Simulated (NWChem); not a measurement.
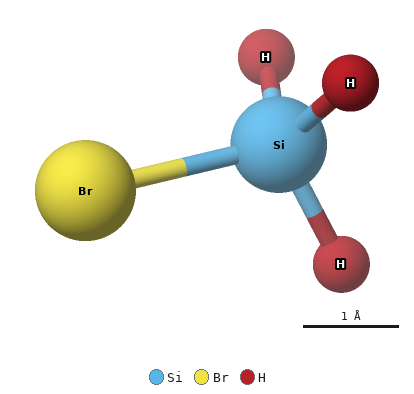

The input geometry (ball-and-stick view, seen at a tilt).

Run report: SiH₃Br, energy and gradient calculation

The run: energy and gradient calculation of SiH₃Br. Method and program: HF/3-21G, RHF (NWChem 7.3.0).

The geometry comes from this level: PBE0-D4/def2-TZVP.

**Input**
```python
from ase import Atoms
from ase.calculators.nwchem import NWChem

molecule = Atoms(['Si', 'Br', 'H', 'H', 'H'], positions=[
    [-0.147420, 0.056100, -0.043220],
    [1.853020, -0.705130, 0.543250],
    [-1.064550, -0.105170, 1.107850],
    [-0.625550, -0.731350, -1.202270],
    [-0.015510, 1.485560, -0.405610],
])

calc = NWChem(
    label='brh3si',
    theory='scf',
    memory='2200 mb',
    basis='3-21G',
    basispar='spherical bse',
    scf={'nopen': '0', 'rhf': None, 'thresh': '1e-08', 'maxiter': '80'},
)
molecule.calc = calc

forces = molecule.get_forces()
print(f"energy = {molecule.get_potential_energy():.6f} eV")
print("forces (eV/A):")
for s, f in zip(molecule.symbols, forces):
    print(f"{s:2s} {f[0]:10.5f} {f[1]:10.5f} {f[2]:10.5f}")
print("dipole (e A):", molecule.get_dipole_moment().round(4))
```

**File brh3si.nwi**
```
title "brh3si"

permanent_dir brh3si

scratch_dir brh3si

start brh3si

geometry units angstrom nocenter noautosym noautoz
  Si -1.4742000000000000e-01 5.6099999999999997e-02 -4.3220000000000001e-02
  Br 1.8530199999999999e+00 -7.0513000000000003e-01 5.4325000000000001e-01
  H  -1.0645500000000001e+00 -1.0517000000000000e-01 1.1078500000000000e+00
  H  -6.2555000000000005e-01 -7.3134999999999994e-01 -1.2022699999999999e+00
  H  -1.5509999999999999e-02 1.4855600000000000e+00 -4.0561000000000003e-01
end

memory 2200 mb

basis spherical bse noprint
   * library 3-21G
end

scf
  nopen 0
  rhf
  thresh 1e-08
  maxiter 80
end

task scf gradient
```

Machine: 1 thread of Intel Xeon (Granite Rapids), 12 GiB of memory available, shared host.

Launch command:
```bash
export ASE_NWCHEM_COMMAND="nwchem PREFIX.nwi > PREFIX.nwo"
python run.py
```

**The program's output**
```
energy = -77530.606062 eV
forces (eV/A):
Si   -1.53356    0.58354   -0.44953
Br    1.67878   -0.63882    0.49216
H    -0.02371    0.03440   -0.07760
H    -0.04561    0.06556    0.03728
H    -0.07590   -0.04469   -0.00237
dipole (e A): [-0.4244  0.1615 -0.1244]
```

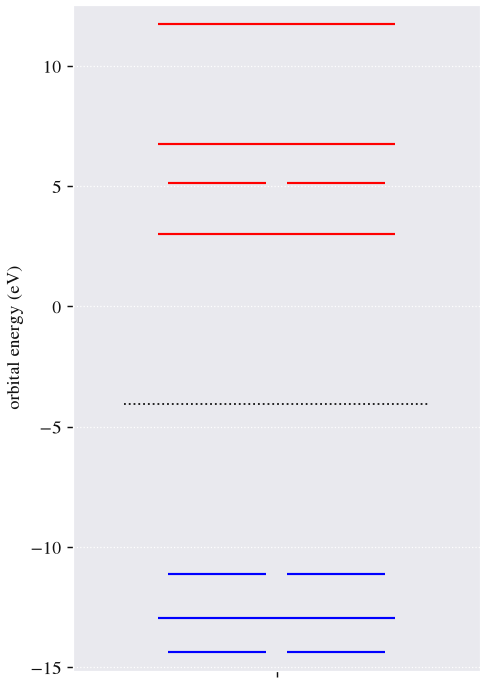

Orbital energies near the frontier; the dotted line parts filled from empty levels, and levels within 0.02 eV of each other stand side by side. Highest filled −11.11 eV, lowest empty 3.03 eV, 14.14 eV apart.

**Results in brief**

```json
{"quantity": "outcome", "value": "converged"}
{"quantity": "total energy", "value": "−2849.197244 hartree"}
{"quantity": "basis functions", "value": "41"}
{"quantity": "largest force", "value": "1.862 eV/Å"}
{"quantity": "HOMO", "value": "−11.11 eV"}
{"quantity": "LUMO", "value": "3.03 eV"}
{"quantity": "dipole moment", "value": "2.26 D"}
{"quantity": "wall time", "value": "2.3 s"}
{"quantity": "peak memory", "value": "0.1 GiB"}
```
